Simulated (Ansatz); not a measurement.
## Geometry relaxation, with input and output: AlPH4ClOF (part 2 of 2)

AlPH4ClOF; RKS BLYP/def2-SVP (Ansatz 0.2.0). The input holds or restrains some coordinates. Forces given for the steps count only the free coordinates. It belongs to a series of runs on one base structure; here: pulled along the bonds that form and break, towards end A.

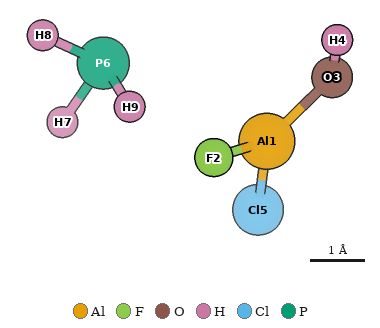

Fig. 1: The geometry at step 14 of the log (ball-and-stick view, seen at a tilt; atoms are numbered from 1 in the order of the input).

**Trajectory as extended XYZ, continued**
```
9
Properties=species:S:1:pos:R:3:forces:R:3 step=6 energy=-33228.43131
Al   -0.0064   -0.3815    0.0021    0.2732   0.6150   0.2423
F     0.0066   -0.6150    1.6767   -0.0960  -0.3728  -0.2778
O     1.4837   -0.1619   -0.8388   -0.3148  -0.4682   0.1274
H     1.9401   -0.9863   -1.0886    0.2343   0.1383  -0.0796
Cl   -1.8321   -0.1531   -1.0129   -0.1110  -0.1551   0.0048
P    -0.2093    2.9191    1.0468   -0.1525  -0.5216   0.6845
H    -1.6388    2.8727    0.7810    0.2183   0.0848   0.2594
H    -0.3211    3.0190    2.5068   -0.1755   0.4510  -0.4563
H    -0.2082    1.4954    1.4005    0.1241   0.2285  -0.5048
9
Properties=species:S:1:pos:R:3:forces:R:3 step=7 energy=-33228.52383
Al   -0.0433   -0.3217   -0.1122    0.0640  -0.2363   0.1648
F    -0.0403   -0.6141    1.5500   -0.0510  -0.1925  -0.0944
O     1.4819   -0.2561   -0.8939   -0.4817   0.0130  -0.1368
H     2.1129   -0.9886   -0.9898   -0.0228   0.0731   0.0654
Cl   -1.9826   -0.2820   -0.9921    0.4986   0.0755   0.0174
P    -0.1805    2.9191    1.1305    0.2519   0.3414  -0.3578
H    -1.5821    2.8903    0.8933   -0.3674   0.0578  -0.1320
H    -0.3770    3.1551    2.5183    0.0283   0.0625   0.3881
H    -0.1745    1.5064    1.3696    0.0802  -0.1946   0.0854
9
Properties=species:S:1:pos:R:3:forces:R:3 step=8 energy=-33228.59979
Al   -0.0931   -0.3838   -0.0823    0.0327  -0.0923   0.0522
F    -0.1504   -0.6331    1.5842    0.0734  -0.2330  -0.1219
O     1.3654   -0.2279   -0.9509   -0.1068  -0.1531  -0.0309
H     2.1403   -0.8117   -0.9005   -0.0046   0.1202   0.0933
Cl   -1.9320   -0.4216   -1.1052    0.0396   0.0757   0.0139
P    -0.1500    2.8929    1.1022   -0.0474   0.4890  -0.0061
H    -1.5842    2.9270    0.9265    0.0924  -0.0550   0.0316
H    -0.2422    3.1800    2.5159    0.0087  -0.0197  -0.0955
H    -0.1392    1.4866    1.3837   -0.0880  -0.1319   0.0633
9
Properties=species:S:1:pos:R:3:forces:R:3 step=9 energy=-33228.61880
Al   -0.0994   -0.3985   -0.0734    0.0709  -0.0584   0.0700
F    -0.1303   -0.6377    1.5949    0.0496  -0.2453  -0.1375
O     1.3226   -0.2745   -0.9968   -0.2681   0.0231  -0.0707
H     2.1422   -0.7589   -0.8492    0.3775  -0.0712   0.1382
Cl   -1.9037   -0.3999   -1.1324   -0.1964   0.0607  -0.0007
P    -0.1512    2.8821    1.0938   -0.0942   0.5021  -0.0060
H    -1.5883    2.9235    0.9484    0.0899  -0.0241   0.0063
H    -0.2178    3.1936    2.5049    0.0241  -0.0526  -0.1084
H    -0.1596    1.4786    1.3836   -0.0533  -0.1342   0.1088
9
Properties=species:S:1:pos:R:3:forces:R:3 step=10 energy=-33228.36174 accepted=F
Al   -0.1302   -0.4133   -0.0945   -0.0794  -0.1741   0.1819
F    -0.1152   -0.6498    1.5744    0.0328  -0.2013  -0.1401
O     1.2416   -0.3796   -1.0938    4.0067  -1.0174   1.2169
H     2.2356   -0.6467   -0.7191   -3.6303   1.0308  -1.2835
Cl   -1.9290   -0.3902   -1.1546   -0.2978   0.0682   0.0138
P    -0.1457    2.8644    1.0927   -0.0770   0.6175  -0.1289
H    -1.5805    2.9266    0.9910   -0.0020   0.0117  -0.0569
H    -0.1777    3.2285    2.4889    0.0630  -0.1247  -0.0318
H    -0.1844    1.4685    1.3885   -0.0161  -0.2106   0.2286
9
Properties=species:S:1:pos:R:3:forces:R:3 step=11 energy=-33228.65673
Al   -0.0961   -0.4059   -0.0953    0.0094  -0.0448   0.0862
F    -0.0754   -0.6459    1.5736    0.0159  -0.2431  -0.1458
O     1.3110   -0.3553   -1.0507    0.1430  -0.1690   0.0189
H     2.1682   -0.7179   -0.7665   -0.0167   0.1252   0.0118
Cl   -1.9256   -0.3188   -1.1111   -0.1223   0.0442   0.0221
P    -0.1679    2.8685    1.0826   -0.0415   0.4423  -0.0780
H    -1.6017    2.9125    0.9615   -0.0042   0.0055  -0.0168
H    -0.2092    3.2002    2.4842    0.0323  -0.0144  -0.0083
H    -0.1888    1.4710    1.3954   -0.0160  -0.1459   0.1098
9
Properties=species:S:1:pos:R:3:forces:R:3 step=12 energy=-33228.67846
Al   -0.0969   -0.4221   -0.1168   -0.0050  -0.0321   0.0571
F    -0.0627   -0.6585    1.5521    0.0157  -0.2352  -0.1299
O     1.3129   -0.4323   -1.0757    0.1756  -0.1097   0.1196
H     2.1907   -0.6430   -0.7043   -0.1382   0.0805  -0.0777
Cl   -1.9467   -0.2608   -1.0940   -0.0201   0.0148   0.0189
P    -0.1825    2.8507    1.0647   -0.0235   0.4058  -0.0781
H    -1.6174    2.9058    0.9798   -0.0150  -0.0001  -0.0119
H    -0.1790    3.2085    2.4594    0.0333   0.0112   0.0038
H    -0.2039    1.4602    1.4085   -0.0228  -0.1352   0.0982
9
Properties=species:S:1:pos:R:3:forces:R:3 step=13 energy=-33228.68833
Al   -0.0898   -0.4522   -0.1516    0.0999   0.0041   0.2038
F    -0.0789   -0.6587    1.5230    0.0057  -0.2409  -0.1642
O     1.3375   -0.5044   -1.0766    0.0060  -0.0259  -0.0285
H     2.2285   -0.6140   -0.7047   -0.0100  -0.0016   0.0153
Cl   -1.9282   -0.2336   -1.1279   -0.0652  -0.0031  -0.0421
P    -0.2276    2.8129    1.0466   -0.0455   0.3373  -0.0779
H    -1.6616    2.9190    1.0637   -0.0103   0.0298  -0.0018
H    -0.0901    3.2821    2.4002    0.0303   0.0394  -0.0053
H    -0.2752    1.4572    1.5010   -0.0109  -0.1390   0.1007
9
Properties=species:S:1:pos:R:3:forces:R:3 step=14 energy=-33228.68858 accepted=F
Al   -0.0624   -0.4592   -0.2002    0.1540  -0.0991   0.2624
F    -0.0948   -0.6603    1.4763    0.0214  -0.1684  -0.1973
O     1.3815   -0.6215   -1.0874    0.2070   0.0702   0.0449
H     2.2835   -0.6450   -0.7130   -0.2943  -0.0283  -0.0640
Cl   -1.8872   -0.2159   -1.1948   -0.0536   0.0144  -0.0692
P    -0.3281    2.7843    1.0391   -0.1585   0.4044   0.4580
H    -1.7578    2.9638    1.2273    0.2974  -0.0116  -0.0117
H     0.0349    3.4044    2.3268   -0.1592  -0.2935  -0.5455
H    -0.3552    1.4577    1.5996   -0.0143   0.1120   0.1224
9
Properties=species:S:1:pos:R:3:forces:R:3 step=15 energy=-33228.69495
Al   -0.0735   -0.4434   -0.1682    0.0373  -0.0727   0.1348
F    -0.0822   -0.6565    1.5050    0.0237  -0.2000  -0.1423
O     1.3585   -0.5473   -1.0835   -0.0087   0.0207  -0.0085
H     2.2462   -0.6485   -0.7011   -0.0172  -0.0065   0.0117
Cl   -1.9111   -0.2313   -1.1563    0.0029   0.0142  -0.0158
P    -0.2794    2.8119    1.0448   -0.0271   0.3885  -0.0531
H    -1.7109    2.9434    1.1420    0.0602  -0.0288   0.0267
H    -0.0409    3.3205    2.3755   -0.0032  -0.0337  -0.0997
H    -0.2922    1.4596    1.5155   -0.0680  -0.0818   0.1462
9
Properties=species:S:1:pos:R:3:forces:R:3 step=16 energy=-33228.70193
Al   -0.0632   -0.4609   -0.1872    0.0162   0.0062   0.1284
F    -0.0894   -0.6510    1.4884    0.0227  -0.2218  -0.1516
O     1.3787   -0.5759   -1.0855   -0.0129   0.0156  -0.0115
H     2.2648   -0.6561   -0.6945   -0.0214  -0.0176   0.0134
Cl   -1.8895   -0.2177   -1.1932    0.0313  -0.0144   0.0004
P    -0.3242    2.7905    1.0288   -0.1156   0.3213   0.1468
H    -1.7455    2.9573    1.2297    0.1410   0.0116  -0.0121
H     0.0292    3.3600    2.3171   -0.0465  -0.0784  -0.2296
H    -0.3463    1.4623    1.5700   -0.0147  -0.0224   0.1157
9
Properties=species:S:1:pos:R:3:forces:R:3 step=17 energy=-33228.70777
Al   -0.0610   -0.4650   -0.2125    0.0113   0.0264   0.1291
F    -0.1002   -0.6347    1.4651    0.0261  -0.2346  -0.1583
O     1.3888   -0.5839   -1.0972   -0.0019   0.0004  -0.0086
H     2.2676   -0.6794   -0.6932   -0.0160  -0.0091   0.0088
Cl   -1.8786   -0.2436   -1.2383    0.0237  -0.0100   0.0066
P    -0.3445    2.7667    1.0443   -0.0640   0.2798   0.0638
H    -1.7539    2.9637    1.2723    0.0746   0.0120  -0.0087
H     0.0527    3.4135    2.2766   -0.0229  -0.0533  -0.1570
H    -0.3563    1.4713    1.6566   -0.0309  -0.0116   0.1244
9
Properties=species:S:1:pos:R:3:forces:R:3 step=18 energy=-33228.71485
Al   -0.0293   -0.4597   -0.2552   -0.0346   0.0105   0.1311
F    -0.0893   -0.6029    1.4244    0.0468  -0.2206  -0.1756
O     1.4270   -0.6187   -1.1240    0.0866  -0.0075   0.0429
H     2.2910   -0.7620   -0.6989   -0.0706   0.0224  -0.0322
Cl   -1.8356   -0.2843   -1.3084    0.0025   0.0026   0.0010
P    -0.4330    2.7332    1.0707   -0.0435   0.3050   0.1842
H    -1.8007    3.0442    1.4159    0.1486   0.0117  -0.0477
H     0.1452    3.4802    2.1831   -0.1559  -0.2500  -0.2779
H    -0.4608    1.4782    1.7661    0.0201   0.1259   0.1742
9
Properties=species:S:1:pos:R:3:forces:R:3 step=19 energy=-33228.72051
Al   -0.0445   -0.4696   -0.2791   -0.0275   0.0682   0.1372
F    -0.1207   -0.5727    1.4031    0.0399  -0.2658  -0.1938
O     1.4275   -0.6149   -1.1236    0.0369  -0.0146   0.0147
H     2.2871   -0.7306   -0.6837   -0.0251   0.0127  -0.0103
Cl   -1.8377   -0.3458   -1.3636    0.0138  -0.0066   0.0170
P    -0.4297    2.7042    1.0918    0.0056   0.2021   0.0266
H    -1.7832    3.0530    1.4324    0.0428   0.0211  -0.0201
H     0.1673    3.4957    2.1472   -0.0707  -0.1235  -0.1421
H    -0.4515    1.4891    1.8491   -0.0158   0.1065   0.1708
9
Properties=species:S:1:pos:R:3:forces:R:3 step=20 energy=-33228.71772
Al   -0.0329   -0.4698   -0.2939   -0.0787   0.0671   0.1393
F    -0.1512   -0.5677    1.3858    0.0786  -0.2703  -0.1711
O     1.4570   -0.6374   -1.1024    0.0037   0.0300   0.0004
H     2.3099   -0.7170   -0.6438    0.0064  -0.0098   0.0060
Cl   -1.8049   -0.3369   -1.4087   -0.0019  -0.0322  -0.0184
P    -0.5424    2.6852    1.0763    0.0888   0.1499  -0.1652
H    -1.8009    3.1134    1.6170   -0.0187  -0.0096   0.0091
H     0.2549    3.4529    1.9940   -0.0121   0.0109  -0.0024
H    -0.4751    1.4857    1.8493   -0.0661   0.0640   0.2024
9
Properties=species:S:1:pos:R:3:forces:R:3 step=21 energy=-33228.71554 accepted=F
Al   -0.0508   -0.4726   -0.2861   -0.0071   0.0614   0.1337
F    -0.1329   -0.5660    1.3960    0.0413  -0.2724  -0.1824
O     1.4270   -0.6097   -1.1225    0.0059  -0.0094   0.0055
H     2.2854   -0.7099   -0.6774   -0.0074   0.0095  -0.0010
Cl   -1.8425   -0.3804   -1.3753    0.0093  -0.0008   0.0083
P    -0.4206    2.6995    1.0959   -0.1509   0.3427   0.1561
H    -1.7864    3.0674    1.4269    0.2950  -0.0513  -0.0526
H     0.1853    3.4898    2.1565   -0.1391  -0.1674  -0.2409
H    -0.4499    1.4903    1.8597   -0.0471   0.0878   0.1734
9
Properties=species:S:1:pos:R:3:forces:R:3 step=22 energy=-33228.72291
Al   -0.0521   -0.4707   -0.3030   -0.0535   0.0421   0.1181
F    -0.1686   -0.5602    1.3776    0.0546  -0.2655  -0.1833
O     1.4455   -0.6072   -1.1048    0.0011   0.0191   0.0081
H     2.2965   -0.6800   -0.6408   -0.0111   0.0030  -0.0007
Cl   -1.8228   -0.4260   -1.4318    0.0327  -0.0039   0.0182
P    -0.4896    2.6831    1.0930   -0.0241   0.1390  -0.1247
H    -1.7751    3.1211    1.5670    0.0371  -0.0057  -0.0282
H     0.2610    3.4611    2.0415   -0.0035  -0.0197  -0.0101
H    -0.4804    1.4870    1.8750   -0.0332   0.0915   0.2025
```

This output came from the following input.

**Input file**
```yaml
crystal:
  periodic: [false, false, false]
  atoms:
    - { symbol: Al, position_ang: [0.0, 0.0, 0.0] }
    - { symbol: F, position_ang: [0.0, 0.0, 2.04] }
    - { symbol: O, position_ang: [1.5415, 0.0, -0.89] }
    - { symbol: H, position_ang: [1.8414, -0.9519, -1.0449] }
    - { symbol: Cl, position_ang: [-1.9312, 0.0, -1.115] }
    - { symbol: P, position_ang: [-0.3227, 2.427, 0.8135] }
    - { symbol: H, position_ang: [-1.6424, 2.8563, 0.5127] }
    - { symbol: H, position_ang: [-0.1141, 2.4883, 2.2168] }
    - { symbol: H, position_ang: [-0.158, 1.1887, 1.9406] }
basis:
  gaussian: { orbitals: def2-SVP }
hamiltonian:
  xc: blyp
relax:
  f_tol: 0.15
  max_steps: 25
  restrain:
    - { distance: [0, 5], at: 3.48, k: 30.0 }
    - { distance: [8, 1], at: 2.12, k: 30.0 }
    - { distance: [0, 1], at: 1.69, k: 30.0 }
    - { distance: [8, 5], at: 1.42, k: 30.0 }
```

Launch command:
```bash
ansatz run input.yaml --threads 2 --pin off --max-ram 3072MiB --backend cpu --events-out ev --progress --plain --runs-dir out
```

**Summary**

| quantity | value |
| --- | --- |
| outcome | converged under the restraints of the input |
| total energy | −33228.7233 eV |
| mean-field energy | −33228.7233 eV |
| largest force (length of the vector) at the end, held atoms and coordinates included | 0.327 eV/Å |
| hardware | 2 threads of Arm Neoverse V2, 24 GiB of memory available, shared host |
| wall time | 47 s (CPU time 90 s) |
| peak memory | 0.17 GiB |
